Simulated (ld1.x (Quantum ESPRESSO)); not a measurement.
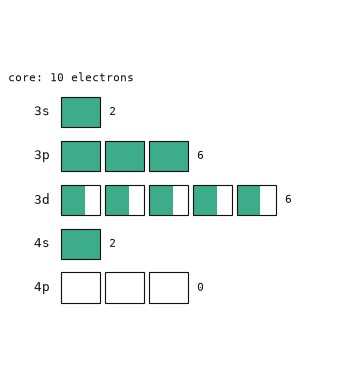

**Figure 1.** The valence shells of the reference configuration: a box for each of the 2l + 1 orbitals, shaded by the share of the shell that is filled, with the electron count at the right. The shells are those of the unaltered input.

Fe: pseudopotential generation

System: iron (Fe, Z = 26), core [Ne], reference valence 3s2 3p6 3d6 4s2 4p0, valence charge 16. (This line and the method describe the unaltered input from which the odd one was made.)
Method: TM potential, PBE, scalar-relativistic, made with ld1.x (Quantum ESPRESSO) 7.5.

### Outcome

- outcome: generated; the pseudo-atom misses its reference levels by up to 0.93 eV (4s, which has no pseudo-wave of its own)
- reference test: the pseudo-atom misses its own reference levels by up to 0.93 eV
- hardware: 1 CPU thread, shared host
- wall time: 0.85 s

### What is odd here

The input is odd on purpose: spin polarisation asked for in a generation. The program ran to the end. The all-electron atom is untouched: its total energy equals that from the unaltered input (−2544.9023 Ry). The pseudo-atom's energy and levels in the reference configuration are also those from the unaltered input, so the oddity leaves no trace there. The pseudo-atom misses the all-electron 4s level by 0.069 Ry, much as with the unaltered input. No test for ghost states or cutoffs was run on this potential, so its soundness isn't shown.

### Input
```
 &input
   title='Fe', zed=26., rel=1, dft='PBE', iswitch=3, lsd=1,
   config='[Ar] 3d6 4s2 4p0 4f-2',
   nld=4, rlderiv=1.90, eminld=-9.0, emaxld=5.0, deld=0.04
 /
 &inputp
   pseudotype=2, tm=.true., lloc=0,
   nlcc=.true.,
   file_pseudopw='Fe.UPF', file_wfcaegen='ae.wfc', file_wfcncgen='nc.wfc', file_beta='beta', file_chi='chi'
 /
4
3P  2  1   6.00   0.00  1.20  1.20  0.0
3D  3  2   6.00   0.00  1.75  1.75  0.0
4F  4  3  -2.00   0.35  1.70  1.70  0.0
3S  1  0   2.00   0.00  1.35  1.35  0.0
 &test
   configts(1)='3s2 3p6 3d6 4s2 4p0'
 /
```

Launched with:
```bash
ld1.x < Fe.in > Fe.out
```

### Log
```
     Program LD1 v.7.5
     --------------------------- All-electron run ----------------------------

     Fe
     scalar relativistic calculation

     atomic number is 26.00
     dft =PBE   lsd =0 sic =0 latt =0  beta=0.20 tr2=1.0E-14
     Exchange-correlation= PBE
                           (   1   4   3   4   0   0   0)
     mesh =1191 r(mesh) = 101.18024 a.u. xmin = -7.00 dx = 0.01250
     1 Ry =  13.60569312 eV, c = 137.03599908

     n l     nl                  e(Ry)          e(Ha)          e(eV)
     1 0     1S 1( 2.00)      -514.4115      -257.2057     -6998.9247
     2 0     2S 1( 2.00)       -60.2488       -30.1244      -819.7264
     2 1     2P 1( 6.00)       -51.3354       -25.6677      -698.4539
     3 0     3S 1( 2.00)        -6.9102        -3.4551       -94.0175
     3 1     3P 1( 6.00)        -4.4131        -2.2065       -60.0427
     3 2     3D 1( 6.00)        -0.5516        -0.2758        -7.5048
     4 0     4S 1( 2.00)        -0.3889        -0.1945        -5.2918
     4 1     4P 1( 0.00)        -0.0974        -0.0487        -1.3253

     final scf error:  5.6E-15 reached in  30 iterations

     Etot =   -2544.902313 Ry,   -1272.451157 Ha,  -34625.159902 eV

     Ekin =    2575.339029 Ry,    1287.669514 Ha,   35039.272513 eV
     Encl =   -6085.383349 Ry,   -3042.691675 Ha,  -82795.858387 eV
     Eh   =    1076.231767 Ry,     538.115884 Ha,   14642.879154 eV
     Exc  =    -111.089760 Ry,     -55.544880 Ha,   -1511.453182 eV

     normalization and overlap integrals

     s(1S/1S) =  1.000000  <r> =   0.0585  <r2> =    0.0046  r(max) =   0.0385
     s(2S/2S) =  1.000000  <r> =   0.2669  <r2> =    0.0841  r(max) =   0.2213
     s(2P/2P) =  1.000000  <r> =   0.2355  <r2> =    0.0682  r(max) =   0.1790
     s(3S/3S) =  1.000000  <r> =   0.8106  <r2> =    0.7587  r(max) =   0.6990
     s(3P/3P) =  1.000000  <r> =   0.8577  <r2> =    0.8683  r(max) =   0.7167
     s(3D/3D) =  1.000000  <r> =   1.1409  <r2> =    1.7649  r(max) =   0.7078
     s(4S/4S) =  1.000000  <r> =   2.9886  <r2> =   10.4166  r(max) =   2.4095
     s(4P/4P) =  1.000000  <r> =   4.4716  <r2> =   24.1571  r(max) =   3.3348

     ------------------------ End of All-electron run ------------------------

     --------------------- Generating NC pseudopotential ---------------------

      Generating local pot.: lloc=0, matching radius rcloc =   1.3500

      Computing core charge for nlcc:

       r > 0.39 : true rho core
       r < 0.39 : rho core = a sin(br)/r    a=  46.96  b=   6.69

      Integrated core pseudo-charge :   5.72

      Wfc   3P  rcut= 1.212  Using Troullier-Martins method

      Wfc   3D  rcut= 1.763  Using Troullier-Martins method

      Wfc   4F  rcut= 1.719  Using Troullier-Martins method

     ------------------- End of pseudopotential generation -------------------

     --------------------------- All-electron run ----------------------------

     Fe
     scalar relativistic calculation

     atomic number is 26.00
     dft =PBE   lsd =0 sic =0 latt =0  beta=0.20 tr2=1.0E-14
     Exchange-correlation= PBE
                           (   1   4   3   4   0   0   0)
     mesh =1191 r(mesh) = 101.18024 a.u. xmin = -7.00 dx = 0.01250
     1 Ry =  13.60569312 eV, c = 137.03599908

     n l     nl                  e(Ry)          e(Ha)          e(eV)
     1 0     1S 1( 2.00)      -514.4115      -257.2057     -6998.9247
     2 0     2S 1( 2.00)       -60.2488       -30.1244      -819.7264
     2 1     2P 1( 6.00)       -51.3354       -25.6677      -698.4539
     3 0     3S 1( 2.00)        -6.9102        -3.4551       -94.0175
     3 1     3P 1( 6.00)        -4.4131        -2.2065       -60.0427
     3 2     3D 1( 6.00)        -0.5516        -0.2758        -7.5048
     4 0     4S 1( 2.00)        -0.3889        -0.1945        -5.2918
     4 1     4P 1( 0.00)        -0.0974        -0.0487        -1.3253

     final scf error:  5.6E-15 reached in  30 iterations

     Etot =   -2544.902313 Ry,   -1272.451157 Ha,  -34625.159902 eV

     Ekin =    2575.339029 Ry,    1287.669514 Ha,   35039.272513 eV
     Encl =   -6085.383349 Ry,   -3042.691675 Ha,  -82795.858387 eV
     Eh   =    1076.231767 Ry,     538.115884 Ha,   14642.879154 eV
     Exc  =    -111.089760 Ry,     -55.544880 Ha,   -1511.453182 eV

     normalization and overlap integrals

     s(1S/1S) =  1.000000  <r> =   0.0585  <r2> =    0.0046  r(max) =   0.0385
     s(2S/2S) =  1.000000  <r> =   0.2669  <r2> =    0.0841  r(max) =   0.2213
     s(2P/2P) =  1.000000  <r> =   0.2355  <r2> =    0.0682  r(max) =   0.1790
     s(3S/3S) =  1.000000  <r> =   0.8106  <r2> =    0.7587  r(max) =   0.6990
     s(3P/3P) =  1.000000  <r> =   0.8577  <r2> =    0.8683  r(max) =   0.7167
     s(3D/3D) =  1.000000  <r> =   1.1409  <r2> =    1.7649  r(max) =   0.7078
     s(4S/4S) =  1.000000  <r> =   2.9886  <r2> =   10.4166  r(max) =   2.4095
     s(4P/4P) =  1.000000  <r> =   4.4716  <r2> =   24.1571  r(max) =   3.3348

     ------------------------ End of All-electron run ------------------------

     Computing logarithmic derivative in   1.88829
     Computing logarithmic derivative in   1.88829
     Computing the partial wave expansion
       no projector for channel:   0
     R is outside the sphere for l=    1 j= 0.00
     R is outside the sphere for l=    2 j= 0.00
     R is outside the sphere for l=    3 j= 0.00

     ---------------------- Testing the pseudopotential ----------------------

     Fe
     scalar relativistic calculation

     atomic number is 26.00   valence charge is 16.00
     dft =PBE   lsd =0 sic =0 latt =0  beta=0.20 tr2=1.0E-14
     mesh =1191 r(mesh) = 101.18024 xmin = -7.00 dx = 0.01250

     n l     nl             e AE (Ry)        e PS (Ry)    De AE-PS (Ry)
     1 0     3S   1( 2.00)       -6.91016       -6.91016       -0.00000
     2 1     3P   1( 6.00)       -4.41305       -4.41307        0.00002
     3 2     3D   1( 6.00)       -0.55159       -0.55159        0.00000
     2 0     4S   1( 2.00)       -0.38894       -0.45749        0.06855  !
     3 1     4P   1( 0.00)       -0.09741       -0.10555        0.00814  !

     eps = 6.8E-15  iter = 18

     Etot =   -2544.902313 Ry,   -1272.451157 Ha,  -34625.159902 eV
     Etotps =  -259.599033 Ry,    -129.799516 Ha,   -3532.024776 eV

     Ekin =     115.379295 Ry,      57.689648 Ha,    1569.815284 eV
     Encl =    -507.294223 Ry,    -253.647112 Ha,   -6902.089527 eV
     Ehrt =     208.339669 Ry,     104.169834 Ha,    2834.605600 eV
     Ecxc =     -41.630324 Ry,     -20.815162 Ha,    -566.409408 eV
     (Ecc =     -13.660326 Ry,      -6.830163 Ha,    -185.858205 eV)
     Epseu=     -34.393450 Ry,     -17.196725 Ha,    -467.946725 eV

     ---------------------- End of pseudopotential test ----------------------
```
